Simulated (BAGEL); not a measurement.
# A workflow on GeH2ClF (SMILES [F][GeH2][Cl])

Aim: a single-point energy (HF/def2-SV(P)), then a single-point energy (NEVPT2(2,2)/def2-SV(P)), then a single-point energy (CASPT2(2,2)/def2-SV(P)) of GeH2ClF. 

The calculation is run with BAGEL 1.2.2.

1 further run of the same task is left out (set aside as unsound or not needed).

## (1) The system as given

The species is GeH2ClF (5 atoms), meant as a singlet with charge 0. SMILES: `[F][GeH2][Cl]`. The Ge2–Cl3 distance was set to 5.971 Å, away from the relaxed value. At this shape a bond of the SMILES string is far longer than usual.

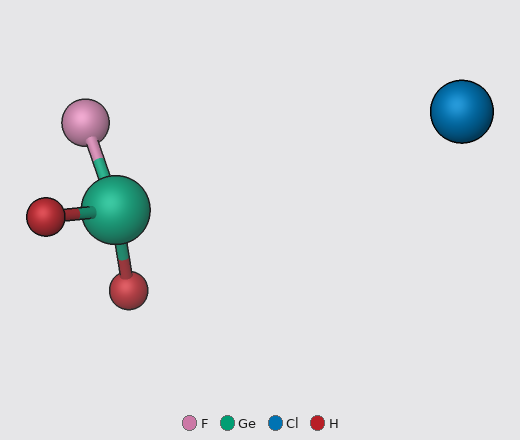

Viewed from a chosen angle; fluorine pink, germanium teal, chlorine blue, hydrogen red.

## (2) A single-point energy at HF/def2-SV(P) (density fitting with svp-jkfit) (run 1)

File hf.json:

```json
{ "bagel": [

{
  "title": "molecule",
  "basis": "def2-sv_p_.json",
  "df_basis": "svp-jkfit",
  "angstrom": false,
  "geometry": [
    { "atom": "F", "xyz": [     4.74771768,    -5.49797108,     5.22458251 ] },
    { "atom": "Ge", "xyz": [     5.46940409,    -4.70655378,     2.13658105 ] },
    { "atom": "Cl", "xyz": [    -2.62728623,     2.35252005,    -1.32072959 ] },
    { "atom": "H", "xyz": [     5.33277689,    -7.13730849,     0.58341515 ] },
    { "atom": "H", "xyz": [     7.99181052,    -3.30173137,     2.18798160 ] }
  ]
},

{
  "title": "hf"
},

{
  "title": "print",
  "file": "orbitals.molden",
  "orbitals": true
}

]}
```

The basis set def2-SV(P) is read from a file made from the Basis Set Exchange's data (not shown).

Command:

```console
$ BAGEL_NUM_THREADS=1 BAGEL hf.json > hf.out
```

Output:

```text
* using 1 threads per process

  ===============================================================
  ===============================================================

  *** Geometry ***

  { "atom" : "F", "xyz" : [      4.747718,     -5.497971,      5.224583 ] },
  { "atom" : "Ge", "xyz" : [      5.469404,     -4.706554,      2.136581 ] },
  { "atom" : "Cl", "xyz" : [     -2.627286,      2.352520,     -1.320730 ] },
  { "atom" : "H", "xyz" : [      5.332777,     -7.137308,      0.583415 ] },
  { "atom" : "H", "xyz" : [      7.991811,     -3.301731,      2.187982 ] },

  Number of auxiliary basis functions:      507

  Since a DF basis is specified, we compute 2- and 3-index integrals:
    o Being stored without compression. Storage requirement is 0.019 GB

  Number of basis functions:       68
  Number of electrons      :       60

    * METHOD: MOLECULE                             0.35

  *** RHF ***

  === Nuclear Repulsion ===
   177.1708590726

      * DIIS with orbital gradients will be used.

  === RHF iteration (def2-sv_p_.json) ===
      0      -2634.56093744          0.01961581           0.10
      1      -2634.18671051          0.02054419           0.10
      2      -2634.70167907          0.00724361           0.10
      3      -2634.73685625          0.00387903           0.10
      4      -2634.32575304          0.01132453           0.10
      5      -2634.74813325          0.00211597           0.10
      6      -2634.77793425          0.00108556           0.10
      7      -2634.77508763          0.00249823           0.10
      8      -2634.77158594          0.00313390           0.10
      9      -2634.76871890          0.00358840           0.10
[... 39 lines of this table left out ...]
     49      -2634.78304993          0.00000054           0.10
     50      -2634.78304993          0.00000002           0.10
     51      -2634.78304993          0.00000001           0.10
     52      -2634.78304993          0.00000001           0.10
    * SCF iteration converged.

    * Permanent dipole moment:
           (   -4.317676,     3.340277,    -0.829895) a.u.

    * METHOD: HF                                   5.57

    * METHOD: PRINT                                0.02

  ===============================================================
```

Run time: 6.3 s. Hardware: 1 thread of Arm Neoverse N1, shared host; peak memory 0.15 GiB.

## (3) A single-point energy at NEVPT2(2,2)/def2-SV(P) (density fitting with svp-jkfit) (run 2)

File calc.json:

```json
{ "bagel" : [

{
  "title" : "molecule",
  "basis" : "def2-sv_p_.json",
  "df_basis" : "svp-jkfit",
  "geometry" : [
    { "atom" : "F", "xyz" : [  4.74771768, -5.49797108,  5.22458251 ] },
    { "atom" : "Ge", "xyz" : [  5.46940409, -4.70655378,  2.13658105 ] },
    { "atom" : "Cl", "xyz" : [ -2.62728623,  2.35252005, -1.32072959 ] },
    { "atom" : "H", "xyz" : [  5.33277689, -7.13730849,  0.58341515 ] },
    { "atom" : "H", "xyz" : [  7.99181052, -3.30173137,  2.18798160 ] }
  ]
},
{
  "title" : "hf"
},
{
  "title" : "nevpt2",
  "nstate" : 1,
  "nact" : 2,
  "nclosed" : 29,
  "active" : [30, 31],
  "maxiter" : 200,
  "natocc" : true,
  "ncore" : 15
},
{
  "title" : "print",
  "file" : "orbitals.molden",
  "orbitals" : true
}

]}
```

The basis set def2-SV(P) is read from a file made from the Basis Set Exchange's data (not shown).

Command:

```console
$ BAGEL_NUM_THREADS=1 BAGEL calc.json > calc.out
```

Output:

```text
* using 1 threads per process

  ===============================================================
  ===============================================================

  *** Geometry ***

  { "atom" : "F", "xyz" : [      4.747718,     -5.497971,      5.224583 ] },
  { "atom" : "Ge", "xyz" : [      5.469404,     -4.706554,      2.136581 ] },
  { "atom" : "Cl", "xyz" : [     -2.627286,      2.352520,     -1.320730 ] },
  { "atom" : "H", "xyz" : [      5.332777,     -7.137308,      0.583415 ] },
  { "atom" : "H", "xyz" : [      7.991811,     -3.301731,      2.187982 ] },

  Number of auxiliary basis functions:      507

  Since a DF basis is specified, we compute 2- and 3-index integrals:
    o Being stored without compression. Storage requirement is 0.019 GB

[... 18 lines left out ...]
    * SCF iteration converged.
[... 1 line left out ...]
    * Permanent dipole moment:
[... 28 lines left out ...]
    * Second-order optimization converged. *

     guess   0:   closed 1.                   open ..

  === FCI iteration ===

      0  0     -2634.73649023     1.06e-01      0.00
      1  0     -2634.89577130     3.99e-02      0.00
      2  0 *   -2634.92329814     3.30e-16      0.00

     * ci vector, state   0, <S^2> = 0.0000
       2.     0.7094138599
       .2    -0.7047921504

  === DF-NEVPT2 calculation ===

    * 3-index integral transformation done
    * assembly done

      NEVPT2 correlation energy:   -0.5017466034      0.13

          (+0)     -0.4303682937
          (+0)'    -0.0107307652
          (+1)     -0.0194389679
          (+1)'    -0.0000000000
          (+2)     -0.0000002623
          (-1)     -0.0412059877
          (-1)'     0.0000000000
          (-2)     -0.0000023265

      NEVPT2 total energy:       -2635.4250447412

    * METHOD: NEVPT2                               5.73

    * METHOD: PRINT                                0.02

  ===============================================================
```

Wall time 12 s (1 thread of Arm Neoverse N1, shared host); peak memory 0.15 GiB.

## (4) The energy at CASPT2(2,2)/def2-SV(P) (density fitting with svp-jkfit) (run 3)

File input.json:

```json
{ "bagel" : [

{
  "title" : "molecule",
  "basis" : "def2-sv_p_.json",
  "df_basis" : "svp-jkfit",
  "geometry" : [
    { "atom" : "F", "xyz" : [  4.74771768, -5.49797108,  5.22458251 ] },
    { "atom" : "Ge", "xyz" : [  5.46940409, -4.70655378,  2.13658105 ] },
    { "atom" : "Cl", "xyz" : [ -2.62728623,  2.35252005, -1.32072959 ] },
    { "atom" : "H", "xyz" : [  5.33277689, -7.13730849,  0.58341515 ] },
    { "atom" : "H", "xyz" : [  7.99181052, -3.30173137,  2.18798160 ] }
  ]
},
{
  "title" : "hf"
},
{
  "title" : "casscf",
  "nstate" : 1,
  "nact" : 2,
  "nclosed" : 29,
  "active" : [30, 31],
  "maxiter" : 200,
  "natocc" : true
},
{
  "title" : "print",
  "file" : "orbitals.molden",
  "orbitals" : true
},
{
  "title" : "smith",
  "method" : "caspt2",
  "ms" : true,
  "xms" : true,
  "sssr" : true,
  "shift" : 0.2,
  "shift_imag" : true,
  "ncore" : 15
}

]}
```

The basis set def2-SV(P) is read from a file made from the Basis Set Exchange's data (not shown).

Command:

```console
$ BAGEL_NUM_THREADS=1 BAGEL input.json > input.out
```

Output:

```text
* using 1 threads per process

  ===============================================================
  ===============================================================

  *** Geometry ***

  { "atom" : "F", "xyz" : [      4.747718,     -5.497971,      5.224583 ] },
  { "atom" : "Ge", "xyz" : [      5.469404,     -4.706554,      2.136581 ] },
  { "atom" : "Cl", "xyz" : [     -2.627286,      2.352520,     -1.320730 ] },
  { "atom" : "H", "xyz" : [      5.332777,     -7.137308,      0.583415 ] },
  { "atom" : "H", "xyz" : [      7.991811,     -3.301731,      2.187982 ] },

  Number of auxiliary basis functions:      507

  Since a DF basis is specified, we compute 2- and 3-index integrals:
    o Being stored without compression. Storage requirement is 0.019 GB

[... 18 lines left out ...]
    * SCF iteration converged.
[... 1 line left out ...]
    * Permanent dipole moment:
[... 27 lines left out ...]
    * Second-order optimization converged. *
[... 9 lines left out ...]
     * ci vector, state   0, <S^2> = 0.0000
[... 16 lines left out ...]
    * Zeroth order energy : state  0       -0.4393411581
[... 4 lines left out ...]
       #      aibj      arbs      arbi      airj      risj      airs      arst      rist         Etot      error   time
[... 2 lines left out ...]
       0  -0.42922  -0.00000  -0.04484  -0.02135  -0.00000  -0.01053   0.00000   0.00000   -0.5059483  0.0003430   0.07
       1  -0.42923  -0.00000  -0.04485  -0.02136  -0.00000  -0.01055  -0.00000  -0.00000   -0.5059946  0.0000241   0.06
       2  -0.42923  -0.00000  -0.04485  -0.02136  -0.00000  -0.01055  -0.00000  -0.00000   -0.5059948  0.0000018   0.06
       3  -0.42923  -0.00000  -0.04485  -0.02136  -0.00000  -0.01055  -0.00000  -0.00000   -0.5059948  0.0000001   0.06

      ------------------------------------------------------------------------------------------------------------------

    * CASPT2 energy : state  0    -2635.4311047622
        w/o shift correction      -2635.4292929526
        reference weight              0.8837111191

    * METHOD: SMITH                                0.51

  ===============================================================
```

Wall time 12 s (1 thread of Arm Neoverse N1, shared host); peak memory 0.15 GiB.

## (5) Outcome

```
                                   quantity           value
         run 1, HF/def2-SV(P): total energy  -2634.78305 Eh
        run 1, HF/def2-SV(P): dipole moment         14.03 D
          run 1, HF/def2-SV(P): HOMO energy        -7.08 eV
          run 1, HF/def2-SV(P): LUMO energy        -4.29 eV
        run 1, HF/def2-SV(P): HOMO–LUMO gap         2.78 eV
run 2, NEVPT2(2,2)/def2-SV(P): total energy  -2635.42504 Eh
run 3, CASPT2(2,2)/def2-SV(P): total energy  -2635.43110 Eh
```

What this shows: One bond (run 1, HF/def2-SV(P)) is far stretched, which a spin-restricted single reference describes badly; a broken-symmetry solution may lie lower.
